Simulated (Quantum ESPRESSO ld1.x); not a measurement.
Atomic calculation for Ar

- system: Ar, configuration typed as [Ar].
- method: radial all-electron Kohn-Sham run of Quantum ESPRESSO ld1.x with rel=2, dft='PW' as typed

## Input
```
 &input
    zed=18.0,
    iswitch=1,
    rel=2,
    dft='PW',
    config='[Ar]',
    lsmall=.true.,
    rmax=5000.0,
    prefix='ld1',
    max_out_wfc=37,
    file_charge='ld1.rho',
 /
```

Run as:
```bash
OMP_NUM_THREADS=1 ld1.x < ld1.in > ld1.out
```

## Log
```
     Program LD1 v.7.5 starts

     --------------------------- All-electron run ----------------------------

     dirac relativistic calculation

     atomic number is 18.00
     dft =PW   lsd =0 sic =0 latt =0  beta=0.20 tr2=1.0E-14
     Exchange-correlation= PW
                           (   1   4   0   0   0   0   0)
     mesh =2427 r(mesh) =5002.17573 a.u. xmin = -8.00 dx = 0.00800
     1 Ry =  13.60569312 eV, c = 137.03599908

     n l j   nl                  e(Ry)          e(Ha)          e(eV)
     Spin orbit split results
     1 0 0.5 1S 1( 2.00)      -228.5791      -114.2895     -3109.9771
     2 0 0.5 2S 1( 2.00)       -21.7500       -10.8750      -295.9235
     2 1 0.5 2P 1( 2.00)       -17.0014        -8.5007      -231.3164
     2 1 1.5 2P 1( 4.00)       -16.8376        -8.4188      -229.0879
     3 0 0.5 3S 1( 2.00)        -1.7832        -0.8916       -24.2613
     3 1 0.5 3P 1( 2.00)        -0.7720        -0.3860       -10.5035
     3 1 1.5 3P 1( 4.00)        -0.7588        -0.3794       -10.3241
     Averaged results
     1 0     1S 1( 2.00)      -228.5791      -114.2895     -3109.9771
     2 0     2S 1( 2.00)       -21.7500       -10.8750      -295.9235
     2 1     2P 1( 6.00)       -16.8922        -8.4461      -229.8307
     3 0     3S 1( 2.00)        -1.7832        -0.8916       -24.2613
     3 1     3P 1( 6.00)        -0.7632        -0.3816       -10.3839

     final scf error:  8.8E-15 reached in  36 iterations

     Etot =   -1055.622783 Ry,    -527.811392 Ha,  -14362.479642 eV

     Ekin =    1061.225342 Ry,     530.612671 Ha,   14438.706338 eV
     Encl =   -2522.519579 Ry,   -1261.259790 Ha,  -34320.627293 eV
     Eh   =     464.389011 Ry,     232.194506 Ha,    6318.334375 eV
     Exc  =     -58.717557 Ry,     -29.358779 Ha,    -798.893062 eV

     normalization and overlap integrals

     s(1S/1S) =  1.000000  <r> =   0.0859  <r2> =    0.0099  r(max) =   0.0560
     s(1S/2S) =  0.000000
     s(1S/3S) = -0.000000
     s(2S/2S) =  1.000000  <r> =   0.4155  <r2> =    0.2051  r(max) =   0.3388
     s(2S/3S) =  0.000000
     s(2P/2P) =  1.000000  <r> =   0.3758  <r2> =    0.1758  r(max) =   0.2796
     s(2P/3P) =  0.000000
     s(2P/2P) =  1.000000  <r> =   0.3782  <r2> =    0.1779  r(max) =   0.2819
     s(2P/3P) =  0.000000
     s(3S/3S) =  1.000000  <r> =   1.4076  <r2> =    2.3118  r(max) =   1.1707
     s(3P/3P) =  1.000000  <r> =   1.6581  <r2> =    3.3243  r(max) =   1.2784
     s(3P/3P) =  1.000000  <r> =   1.6691  <r2> =    3.3693  r(max) =   1.2887

     ------------------------ End of All-electron run ------------------------
```

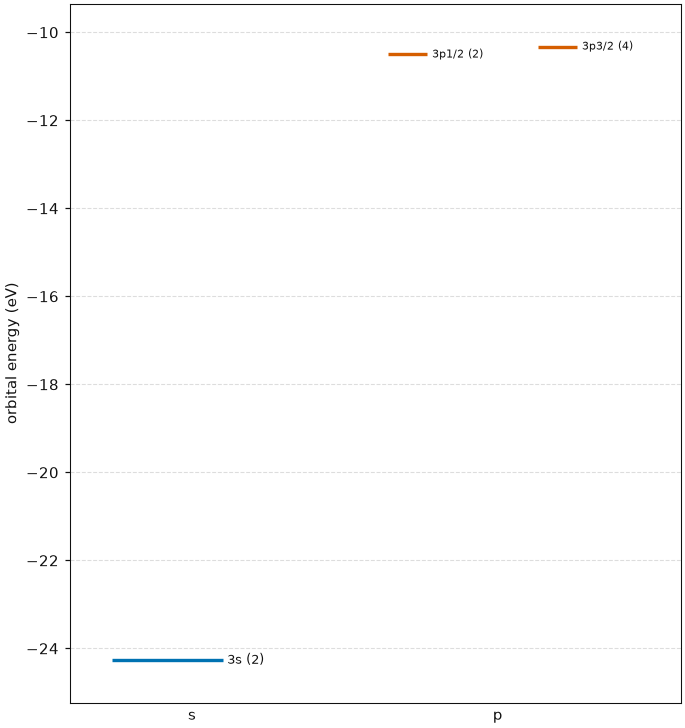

Figure 1. The outer levels are drawn by angular momentum (occupations in brackets, the lower j at the left of each column). They are the filled levels of this odd run. The highest occupied level is 3p3/2 at −10.3 eV. From the top down the occupied levels run 3p3/2 (−10.3 eV), 3p1/2 (−10.5 eV), 3s (−24.3 eV). Spin-orbit splittings: 3p 0.179 eV.

## Outcome

```
                   quantity                      value
                    outcome                  converged
               total energy        −527.811392 hartree
             kinetic energy         530.612671 hartree
    electron–nucleus energy         −1261.2598 hartree
             Hartree energy         232.194505 hartree
exchange–correlation energy         −29.358778 hartree
             SCF iterations                         36
                   hardware  1 CPU thread, shared host
                  wall time                     0.69 s
```

## What is odd here

One thing in this input was made odd on purpose: rmax very large. The program ran to the end, and its total energy equals that of the same run with the usual input (−527.81139 hartree) within 10⁻⁵ hartree, so the oddity leaves no trace in it.
